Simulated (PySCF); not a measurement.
**The bond of CsAl, level by level**

What are the lowest state that PBE0 finds, the bond length, vibrational wavenumber and bond energy of CsAl, and how much do these hang on the method?

Program: PySCF 2.14.0. Level of theory: Cs def2-SVPD with ECP46, Al def2-SVPD, scalar-relativistic core potentials. These are calculated values, not measurements.

### Step 1. Input

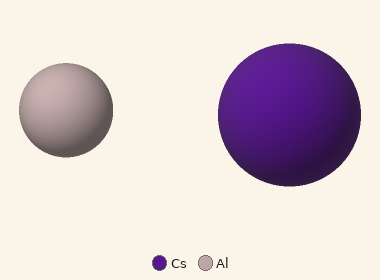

The two atoms at the starting distance (caesium purple, aluminium light grey).

A driver script around PySCF takes these settings:

| Property | Result |
| --- | --- |
| atoms | Cs, Al |
| charge | 0 |
| basis | Cs def2-SVPD with ECP46, Al def2-SVPD |
| Hamiltonian | scalar-relativistic core potentials |
| basis functions | 51 |
| electrons treated | 22 |
| masses in u | 132.9054, 26.9815 |
| levels | PBE0, PBE, r²SCAN, r²SCANh, BLYP, M06-L, HSE06, HF, MP2, SCS-MP2, CCSD, CCSD(T) |
| grid | 80 radial by 434 angular points |
| occupations | held fixed by the projection of orbital angular momentum |
| dissociation limit | Cs + Al, each in its ground configuration |
| starting distance in angstrom | 3.400 |
| values of 2S to try | 0, 2 |

Run with:

```console
$ OMP_NUM_THREADS=1 python dia.py task.json out
```

The runs that follow: PBE0 along the bond; Excited determinants; PBE; r²SCAN (meta-GGA); r²SCANh (hybrid meta-GGA); BLYP; M06-L; HSE06 (range-separated hybrid); UHF (mean field); Adding correlation.

Q: Predict the outcome of this session. Wanted: for each run, Re; ωe; De; μ.

**Answer**, as computed:

Lowest PBE0 solution found, without spin–orbit coupling: ³Π (triplet), unpaired electrons σ ↑, π ↑. State 2 has its PBE0 minimum 0.16 eV higher, as a spin-mixed determinant (⟨S²⟩ = 1.01), so this is no gap between pure states. State 3 has its PBE0 minimum 0.26 eV higher. State 4 has its PBE0 minimum 0.30 eV higher. The other levels ran on the lowest alone.

| level | Re (Å) | ωe (cm⁻¹) | De (eV) | μ (D) |
| --- | --- | --- | --- | --- |
| UHF | 3.867 | 109.6 | 0.208 | -10.77 |
| UHF-MP2 | 3.791 | 109.0 | 0.414 | n/a |
| UHF-SCS-MP2 | 3.797 | 110.1 | 0.346 | n/a |
| UHF-CCSD | 3.798 | 109.7 | 0.415 | n/a |
| UHF-CCSD(T) | 3.793 | 110.5 | 0.454 | n/a |
| PBE | 3.723 | 112.4 | 0.73 | -6.91 |
| BLYP | 3.820 | 99.2 | 0.51 | -5.95 |
| r²SCAN | 3.737 | 116.6 | 0.79 | -8.25 |
| M06-L | 3.688 | 127.0 | 0.88 | -9.59 |
| r²SCANh | 3.731 | 117.7 | 0.76 | -8.49 |
| PBE0 | 3.711 | 117.3 | 0.69 | -8.03 |
| HSE06 | 3.714 | 116.2 | 0.69 | -7.75 |

De is counted to Cs + Al in their ground configurations. A positive dipole means Cs(−)Al(+).

What this shows: The methods spread over 0.179 Å in bond length, from M06-L to UHF. CCSD(T) can't serve as the judge here: for a weak bond in this basis it is far from its limit. Of the levels with a De here, UHF gives the least (0.208 eV) and M06-L the most (0.88 eV).

Correlated steps freeze 5 core orbitals. These are scalar-relativistic numbers at best; spin–orbit coupling would shift them, the dissociation energy most. With spin–orbit coupling the term label itself may not hold.
